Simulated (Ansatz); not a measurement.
# NaCdCl3 (model cell, started as cubic perovskite with Cd in the octahedra): a soft mode frozen in, part 2 of 2

Aim: this structure of NaCdCl3 (model cell, started as cubic perovskite with Cd in the octahedra) is to be tested for unstable modes, and one is followed downhill.

Ansatz 0.2.0; DFT r2SCAN, scalar-relativistic, plane waves, PAW; PAW set soft_1.

So far, highest frequency on the path or at a solved wavevector (cm⁻¹): step 2 (phonons on a q mesh) 318. Also lowest frequency on the path (cm⁻¹): step 2 -92.8.

The structure was built from a prototype and need not be the compound's stable phase.

### 5. Energy along the mode, all amplitudes (two of the runs are shown above)

An imaginary frequency means negative curvature, so the energy should fall and then rise again as anharmonic terms take over.

This step gave:

| Item | Value |
| --- | --- |
| depth at the lowest point sampled | 55.42 meV/atom |
| largest atomic shift at that point | 0.6 Å |

The energy from the parent by largest atomic shift:

| largest atomic shift (Å) | energy from the parent (meV/atom) |
| --- | --- |
| 0.000 | 0 |
| 0.040 | -0.329 |
| 0.080 | -1.31 |
| 0.140 | -3.98 |
| 0.220 | -9.59 |
| 0.320 | -19.4 |
| 0.450 | -35.5 |
| 0.600 | -55.4 |

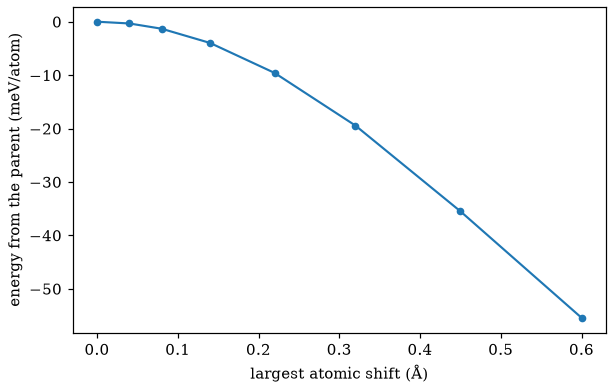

Energy from the parent, plotted against largest atomic shift.

Displacement at unit largest shift by atom:

```csv
atom,x (Å),y (Å),z (Å),size
Na1,0.000,0.000,0.000,0.000
Na2,0.000,0.000,0.000,0.000
Cd3,0.000,0.000,0.000,0.000
Cd4,0.000,0.000,0.000,0.000
Cl5,0.707,-0.707,0.000,1.000
Cl6,-0.707,0.707,0.000,1.000
Cl7,0.000,0.000,0.707,0.707
Cl8,0.000,0.000,-0.707,0.707
Cl9,0.000,0.000,-0.707,0.707
Cl10,0.000,0.000,0.707,0.707
```

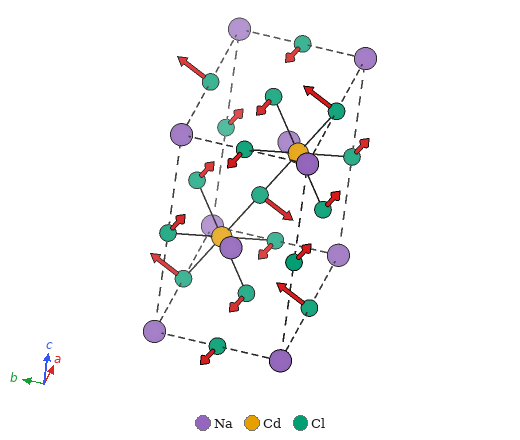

Displacement at unit largest shift as arrows, the longest 1.000 Å. Some periodic images of atoms are drawn too.

The lowest of the steps tried is the last one, at 0.6 Å, 55.4 meV/atom below the parent; the bottom of the well need not coincide with a step.

### 6. Relaxing from the distorted cell

Starting from the lowest point found, all atoms and the cell are let go, so that strain and other modes of the same symmetry can join in.

input.yaml reads:

```yaml
crystal:
  lattice:
    - [5.169590516, 5.169590516, 0.0]
    - [5.169590516, 0.0, 5.169590516]
    - [5.169590516, 0.0, -5.169590516]
  atoms:
    - { symbol: Na, position: [0.0, 0.0, 0.0] }
    - { symbol: Na, position: [0.0, 0.5, 0.5] }
    - { symbol: Cd, position: [0.5, 0.25, 0.75] }
    - { symbol: Cd, position: [0.5, 0.75, 0.25] }
    - { symbol: Cl, position: [0.4179308173, 0.0820691827, 0.0820691827] }
    - { symbol: Cl, position: [0.5820691827, 0.4179308173, 0.4179308173] }
    - { symbol: Cl, position: [0.0, 0.5410345914, -0.0410345914] }
    - { symbol: Cl, position: [0.0, -0.0410345914, 0.5410345914] }
    - { symbol: Cl, position: [0.5, -0.0410345914, 0.5410345914] }
    - { symbol: Cl, position: [0.5, 0.5410345914, -0.0410345914] }
kpoints:
  mp_grid: { grid: [4, 4, 4] }
hamiltonian:
  xc: r2scan
  pseudopotentials: { kind: paw, azcp: { folder: soft_1 } }
scf:
  occupations: { method: fixed }
output:
  forces: true
  stress: true
  eigenvalues: true
relax:
  adjacent_minimum: "off"
  f_tol: 0.002
  max_steps: 120
  cell: { stress_tol: 0.03 }
```

Launch:

```
ansatz run input.yaml --threads 4 --pin off --max-ram 16384MiB --backend cpu --events-out ev --progress --plain --runs-dir out
```

Numbers of over 12 decimals in the logs are rounded to 6 here.

The log of the run:

```text
[...]
Crystal: 10 atoms, lattice volume = 276.311 Å³
Basis set: ecut = 500 eV, 6975 PW (Γ), exchange–correlation on 216×216×216 points (64 copies of the dense FFT grid, shifted against one another)
Bands: 60, of which v1, the nominal top of the filled ones, is band 50 counted from 1 (49 counted from 0)
Symmetry: 8 space group operations
[...]
k-points: 18 of 64
[...]
SCF iter   1: F=—  HF=-26034.473570 eV  |F-HF|=—  |Δ(HF+E_count)|=         —  Δρ=6.76e-2  dr2=1.11e1  dr2_τ=3.09e-2  ethr=3.10e-3  ⟨swp⟩=5.0  Hψ=3637  notcnv=0  defer=135
[...]
SCF iter   8: F=-26030.340910 eV  HF=-26030.340910 eV  |F-HF|=1.51e-8  |Δ(HF+E_count)|=   6.21e-7  Δρ=4.06e-6  dr2=4.42e-8  dr2_τ=4.30e-9  ethr=1.00e-10  ⟨swp⟩=18.3  Hψ=7267  notcnv=0
SCF 1 converged in 8 iterations: F = -26030.340910 eV  dr2 = 4.42e-8
[...]
relax step   1: F+E_penalty+E_count = -26030.34091033 eV  Δ(F+E_penalty+E_count) = +0.000e0 eV  max|allowed force component| = 2.558e-1 eV/Å  Δτ_max = 0.0000 Å  P = -1.537 GPa  Ω = 276.311 Å³  (8 SCF iters, dr2 threshold 1.00e-7 eV, accepted)
Crystal: 10 atoms, lattice volume = 266.440 Å³
Basis set: ecut = 500 eV, 6791 PW (Γ), exchange–correlation on 216×216×216 points (64 copies of the dense FFT grid, shifted against one another)
[...]
iter 1 solved again at ethr=3.48e-5 eV; its pass at ethr=3.10e-3 eV (dr2=3.48e-2 eV) is discarded
[...]
SCF iter   7: F=-26030.591923 eV  HF=-26030.591923 eV  |F-HF|=1.00e-8  |Δ(HF+E_count)|=   1.70e-6  Δρ=6.27e-6  dr2=1.14e-7  dr2_τ=1.87e-8  ethr=1.00e-9  ⟨swp⟩=16.7  Hψ=6682  notcnv=0
SCF 2 converged in 7 iterations: F = -26030.591923 eV  dr2 = 1.14e-7
relax step   2: F+E_penalty+E_count = -26030.59192312 eV  Δ(F+E_penalty+E_count) = -2.510e-1 eV  max|allowed force component| = 2.394e-1 eV/Å  Δτ_max = 0.1102 Å  P = -0.980 GPa  Ω = 266.440 Å³  energy of the carried Pulay correction = +1.550e-3 eV  (7 SCF iters, dr2 threshold 1.00e-6 eV, accepted)
Crystal: 10 atoms, lattice volume = 254.829 Å³
Basis set: ecut = 500 eV, 6427 PW (Γ), exchange–correlation on 216×216×216 points (64 copies of the dense FFT grid, shifted against one another)
[...]
SCF iter   7: F=-26030.904400 eV  HF=-26030.904400 eV  |F-HF|=1.32e-7  |Δ(HF+E_count)|=   3.07e-6  Δρ=7.89e-6  dr2=1.19e-7  dr2_τ=1.57e-8  ethr=1.00e-9  ⟨swp⟩=16.7  Hψ=7607  notcnv=0
SCF 3 converged in 7 iterations: F = -26030.904400 eV  dr2 = 1.19e-7
[...]
relax step   3: F+E_penalty+E_count = -26030.90439980 eV  Δ(F+E_penalty+E_count) = -3.125e-1 eV  max|allowed force component| = 1.707e-1 eV/Å  Δτ_max = 0.1954 Å  P = -0.406 GPa  Ω = 254.829 Å³  energy of the carried Pulay correction = +3.448e-3 eV  (7 SCF iters, dr2 threshold 1.00e-6 eV, accepted)
[...]
relax step   4: F+E_penalty+E_count = -26031.01968095 eV  Δ(F+E_penalty+E_count) = -1.153e-1 eV  max|allowed force component| = 1.866e-1 eV/Å  Δτ_max = 0.1952 Å  P = +0.296 GPa  Ω = 245.788 Å³  energy of the carried Pulay correction = +4.985e-3 eV  (7 SCF iters, dr2 threshold 1.00e-6 eV, accepted)
[...]
relax step   5: F+E_penalty+E_count = -26031.04129141 eV  Δ(F+E_penalty+E_count) = -2.161e-2 eV  max|allowed force component| = 8.436e-2 eV/Å  Δτ_max = 0.0715 Å  P = +0.226 GPa  Ω = 246.588 Å³  energy of the carried Pulay correction = +4.846e-3 eV  (6 SCF iters, dr2 threshold 1.00e-6 eV, accepted)
[...]
relax step   6: F+E_penalty+E_count = -26031.04947500 eV  Δ(F+E_penalty+E_count) = -8.184e-3 eV  max|allowed force component| = 5.612e-3 eV/Å  Δτ_max = 0.0253 Å  P = +0.039 GPa  Ω = 247.794 Å³  energy of the carried Pulay correction = +4.639e-3 eV  (5 SCF iters, dr2 threshold 4.45e-7 eV, accepted)
[...]
relax step   7: F+E_penalty+E_count = -26031.04971708 eV  Δ(F+E_penalty+E_count) = -2.421e-4 eV  max|allowed force component| = 1.196e-3 eV/Å  Δτ_max = 0.0052 Å  P = +0.015 GPa  Ω = 247.974 Å³  energy of the carried Pulay correction = +4.608e-3 eV  (6 SCF iters, dr2 threshold 1.97e-8 eV, accepted)
[...]
SCF iter   6: F=-26031.045777 eV  HF=-26031.045777 eV  |F-HF|=3.64e-12  |Δ(HF+E_count)|=  3.64e-12  Δρ=1.09e-7  dr2=1.89e-11  dr2_τ=2.25e-12  ethr=1.00e-12  ⟨swp⟩=17.9  Hψ=7083  notcnv=0
SCF 8 converged in 6 iterations: F = -26031.045777 eV  dr2 = 1.89e-11
relax step   8: F+E_penalty+E_count = -26031.04577713 eV  Δ(F+E_penalty+E_count) = +3.940e-3 eV  max|allowed force component| = 1.219e-3 eV/Å  Δτ_max = 0.0000 Å  P = +0.009 GPa  Ω = 247.974 Å³  stress off target by 2.05e-2 GPa  SCF on the basis re-selected at this cell (its energy is not comparable with the rows above)  (6 SCF iters)
basis re-selected at this cell: Δ(F+E_penalty+E_count) = +3.940e-3 eV, ΔP = -0.006 GPa vs the last step (what re-selecting the basis moved, of the pressure what is left beyond the Pulay correction that the steps carried, after the strain that the cell walked since its last selection, with what the two solves' SCF thresholds leave and, on support functions, any second-order correction that the steps lacked; it is no m [...]
SCF converged after 6 iterations
Free energy (F): -26031.045777 eV
[...]
Internal energy: -26031.045777 eV  (E = F + TS)
E sigma→0 (E₀):  -26031.045777 eV
Fermi energy:    2.429216 eV
[...]
--- Forces (eV/Å), atoms counted from 1 ---
  atom   1  Na    -0.00121870     0.00121870    -0.00000000
  atom   2  Na     0.00121870    -0.00121870     0.00000000
  atom   3  Cd    -0.00000000     0.00000000     0.00000000
  atom   4  Cd    -0.00000000     0.00000000    -0.00000000
  atom   5  Cl     0.00099506    -0.00099506    -0.00000000
  atom   6  Cl    -0.00099506     0.00099506     0.00000000
  atom   7  Cl     0.00000000    -0.00000000     0.00108926
  atom   8  Cl     0.00000000     0.00000000    -0.00108926
  atom   9  Cl     0.00000000    -0.00000000    -0.00108926
  atom  10  Cl     0.00000000     0.00000000     0.00108926
  max |Σ_I F_I| component: 1.52e-18 eV/Å
--- Stress (GPa, compression-positive) ---
        0.003420      -0.011321      -0.000000
       -0.011321       0.003420       0.000000
       -0.000000       0.000000       0.020484
  P = ⅓ Tr σ = 0.0091 GPa (0.091 kbar)
--- Band table (eV; the first three rows and the last of 18) ---
  k-point 0: bands = [... 46 lower, 2.0343, 2.2762, 2.2770, 2.3671, 5.7846, 8.8302, 9.4927, 10.0921, ... 6 higher]
  k-point 1: bands = [... 46 lower, 1.9633, 2.1021, 2.2122, 2.2901, 6.3026, 8.7213, 8.9269, 10.2508, ... 6 higher]
  k-point 2: bands = [... 46 lower, 1.8078, 1.9289, 2.0873, 2.2701, 7.3571, 7.3813, 9.7001, 9.9370, ... 6 higher]
  k-point 17: bands = [... 46 lower, 2.0386, 2.0386, 2.1488, 2.1488, 7.9933, 7.9933, 10.2622, 10.2622, ... 6 higher]
--- Relaxed structure (7 steps of the walk, 7 accepted, 1 SCFs on fresh bases) ---
  F+E_penalty+E_count = -26031.04577713 eV   max|allowed force component| = 1.219e-3 eV/Å   (the final SCF, on the basis selected at the relaxed cell)
  cell:  # Å, volume = 247.9736 Å³
    - [5.146518, 5.146518, 0.0]
    - [4.997165, 0.149353, 4.969540]
    - [4.997165, 0.149353, -4.969540]
  atoms:
    - { symbol: Na, position: [0.046670, -0.046670, -0.046670] }
    - { symbol: Na, position: [-0.046670, 0.546670, 0.546670] }
    - { symbol: Cd, position: [0.500000, 0.25, 0.75] }
    - { symbol: Cd, position: [0.500000, 0.75, 0.25] }
    - { symbol: Cl, position: [0.354556, 0.145444, 0.145444] }
    - { symbol: Cl, position: [0.645444, 0.354556, 0.354556] }
    - { symbol: Cl, position: [0.0, 0.575363, -0.075363] }
    - { symbol: Cl, position: [0.0, -0.075363, 0.575363] }
    - { symbol: Cl, position: [0.5, -0.075363, 0.575363] }
    - { symbol: Cl, position: [0.5, 0.575363, -0.075363] }
```

Wall time 72 s (4 threads of Arm Neoverse V2, shared host); peak memory 1.4 GiB.

Step by step:

```
step  energy less that of the first step (eV)  largest force component (eV/Å)  pressure (GPa)  volume (Å³)
   1                                   0.0000                          0.2558           -1.54       276.31
   2                                  -0.2510                          0.2394           -0.98       266.44
   3                                  -0.5635                          0.1707           -0.41       254.83
   4                                  -0.6788                          0.1866            0.30       245.79
   5                                  -0.7004                          0.0844            0.23       246.59
   6                                  -0.7086                          0.0056            0.04       247.79
   7                                  -0.7088                          0.0012            0.01       247.97
  8*                                  -0.7049                          0.0012            0.01       247.97
```

Relaxation steps marked * repeat the geometry before them on a plane-wave basis chosen anew for their cell, so energy and pressure can jump there.

The run keeps the 8 symmetry operations that it works with, so distortions that break them were not tested.

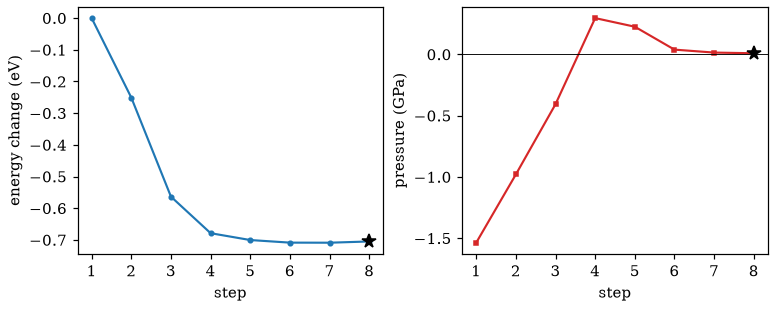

Energy and pressure along the relaxation. Stars mark steps on a basis chosen anew.

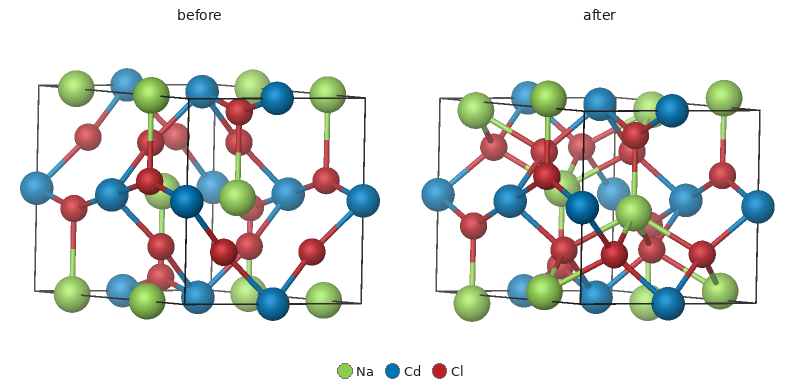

Before and after, at one scale. Bonds to atoms that aren't drawn are left out.

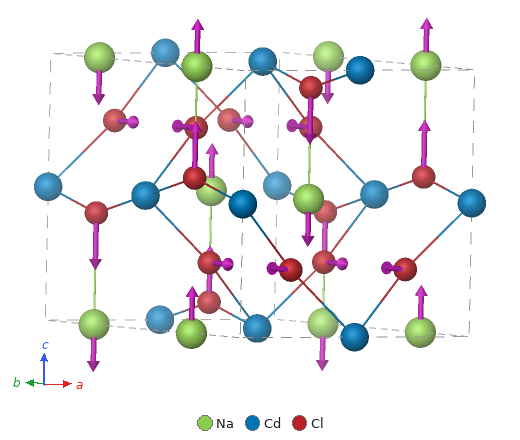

Displacements in the relaxation, exaggerated, measured against the changing cell; the longest in the cell stands for 0.43 Å. Bonds to atoms that aren't drawn are left out. Some periodic images of atoms are drawn too.

| conventional cell, symmetrised | before | after | change |
| --- | --- | --- | --- |
| a (Å) | 7.311 | 7.278 | -0.4 % |
| b (Å) | 10.339 | 9.939 | -3.9 % |
| c (Å) | 7.311 | 6.856 | -6.2 % |
| volume (Å³/atom) | 27.63 | 24.80 | -10.3 % |

The atoms that moved most (Å, as changes of fractional coordinates times the final cell):

```
atom      dx      dy      dz  length
 Cl5   0.307  -0.307   0.000   0.434
 Cl6  -0.307   0.307   0.000   0.434
 Cl7   0.000   0.000   0.341   0.341
 Cl9   0.000   0.000  -0.341   0.341
Cl10   0.000   0.000   0.341   0.341
 Cl8   0.000   0.000  -0.341   0.341
 Na2   0.226  -0.226   0.000   0.320
 Na1  -0.226   0.226   0.000   0.320
```

Numbers from this step:

```
pressure          : 0.009108 GPa
gap on the k-mesh : 3.355 eV
volume per atom   : 24.80 Å³
```

The distorted start has space group Imma; the relaxation ends in Imma.

### 7. The new phase in its own primitive cell

The relaxed structure is symmetrised, reduced to its primitive cell and relaxed tightly, as its phonons need.

input.yaml reads:

```yaml
crystal:
  lattice:
    - [-3.6391378126, 4.9695401638, 3.4279206827]
    - [3.6391378126, -4.9695401638, 3.4279206827]
    - [3.6391378126, 4.9695401638, -3.4279206827]
  atoms:
    - { symbol: Na, position: [0.703330386, 0.953330386, 0.75] }
    - { symbol: Na, position: [0.296669614, 0.046669614, 0.25] }
    - { symbol: Cd, position: [0.5, 0.5, 0.0] }
    - { symbol: Cd, position: [0.0, 0.5, 0.5] }
    - { symbol: Cl, position: [0.8954442075, 0.6454442075, 0.25] }
    - { symbol: Cl, position: [0.1045557925, 0.3545557925, 0.75] }
    - { symbol: Cl, position: [0.6746365895, 0.0, 0.1746365895] }
    - { symbol: Cl, position: [0.3253634105, 0.0, 0.8253634105] }
    - { symbol: Cl, position: [0.3253634105, 0.5, 0.3253634105] }
    - { symbol: Cl, position: [0.6746365895, 0.5, 0.6746365895] }
kpoints:
  mp_grid: { grid: [4, 4, 4] }
hamiltonian:
  xc: r2scan
  pseudopotentials: { kind: paw, azcp: { folder: soft_1 } }
scf:
  occupations: { method: fixed }
output:
  forces: true
  stress: true
  eigenvalues: true
relax:
  adjacent_minimum: "off"
  f_tol: 0.001
  max_steps: 60
  cell: { stress_tol: 0.01 }
```

The log of the run:

```text
[...]
Crystal: 10 atoms, lattice volume = 247.974 Å³
Basis set: ecut = 500 eV, 6287 PW (Γ), exchange–correlation on 216×216×216 points (64 copies of the dense FFT grid, shifted against one another)
Bands: 60, of which v1, the nominal top of the filled ones, is band 50 counted from 1 (49 counted from 0)
Symmetry: 8 space group operations
[...]
k-points: 18 of 64
[...]
- { symbol: Cd, position: [0.500000, 0.500000, 0] }
    - { symbol: Cd, position: [0, 0.5, 0.5] }
    - { symbol: Cl, position: [0.895464, 0.645464, 0.250000] }
    - { symbol: Cl, position: [0.104536, 0.354536, 0.750000] }
    - { symbol: Cl, position: [0.674570, 0.0, 0.174570] }
    - { symbol: Cl, position: [0.325430, -5.551115123125783e-17, 0.825430] }
    - { symbol: Cl, position: [0.325430, 0.5, 0.325430] }
    - { symbol: Cl, position: [0.674570, 0.5, 0.674570] }
[key lines of the parts left out:]
SCF converged after 6 iterations
Free energy (F): -26031.045797 eV
Fermi energy:    2.428373 eV
P = ⅓ Tr σ = -0.0006 GPa (-0.006 kbar)
```

It took 34 s on 4 threads; peak memory 1.4 GiB.

Little changed from the start: no atom moved by 0.005 Å and no cell edge by 0.1 %.

This step gave:

```
pressure           : -6.20e-4 GPa
gap on the k-mesh  : 3.353 eV
direct gap on mesh : 3.417 eV
```

The largest force component left is 0.62 meV/Å and the pressure is -0.001 GPa, within the tolerances set. The cell now holds 24.80 Å³/atom.

### 8. The phases reached

The phases reached along the modes that were followed are set side by side.

Energies are those of the first relaxation, on the mesh of the frozen mode; space group, volume and gap are those of the last relaxation. Phases, by row:

| mode frozen in | space group | energy from parent (meV/atom) | volume (Å³/atom) | gap on mesh (eV) | lowest zone-centre optical mode (cm⁻¹) | largest shift (Å) |
| --- | --- | --- | --- | --- | --- | --- |
| parent | Pm-3m | 0 | 27.63 | 2.593 | – | – |
| q = (0, 0, 0), 93i cm⁻¹ | P4mm | -48.5 | 28.48 | 2.505 | 29.4 | 1.065 |
| q = (0, 0, 0), 93i cm⁻¹ | R3m | -40.21 | 28.44 | 2.599 | -15.3 | 0.892 |
| q = (0, 0, 0), 93i cm⁻¹ | Amm2 | -40.47 | 28.29 | 2.582 | -51.8 | 0.9 |
| q = (-0.5, -0.5, -0.5), 89i cm⁻¹ | I4/mcm | -76.54 | 25.62 | 3.119 | – | 0.816 |
| q = (-0.5, -0.5, -0.5), 89i cm⁻¹ | R-3c | -122 | 24.94 | 3.469 | – | 0.823 |
| q = (-0.5, -0.5, -0.5), 89i cm⁻¹ | Imma | -125.9 | 24.8 | 3.353 | – | 0.997 |

### 9. What came out

| Property | Result |
| --- | --- |
| unstable mode of the parent | q = (-0.5, -0.5, -0.5), 89i cm⁻¹ |
| depth at the lowest point sampled | 55.4 meV/atom |
| largest atomic shift at that point | 0.6 Å |
| space group reached (within 0.01 Å) | Imma |
| energy gained over the parent (first relaxation, on the mesh of the frozen mode) | 126 meV/atom |
| volume per atom, phase reached | 24.8 Å³ |
| gap on the k-mesh, phase reached | 3.35 eV |

**Reading.** Along this mode the structure falls into Imma, 126 meV/atom below the parent. At the parent's cell the well is 55.42 meV/atom deep on the steps tried, with its lowest point at a shift of 0.6 Å. That is the last step tried, so the steps alone don't bracket the bottom of the well. Relaxing atoms and cell changes the gain by +70.49 meV/atom against the lowest step (energies at zero smearing). The modes of the phase reached were not computed on this path. Of the 6 patterns followed to their end from this parent, this one reaches the lowest energy. Each path keeps the symmetry of its pattern, so a lower phase may lie along a pattern not tried. The starting cell was built on a prototype and not taken from a measurement, so the phase need not exist.

[Logs are printed without paths, hosts, clocks, repeated set-up lines and the standing remarks that a program may print on its own settings, such as how far it seeks lower states.]

[Hosts, paths, dates, database ids (printed as entryN), source tags and the programs' standing remarks are cut or masked in the printed files.]
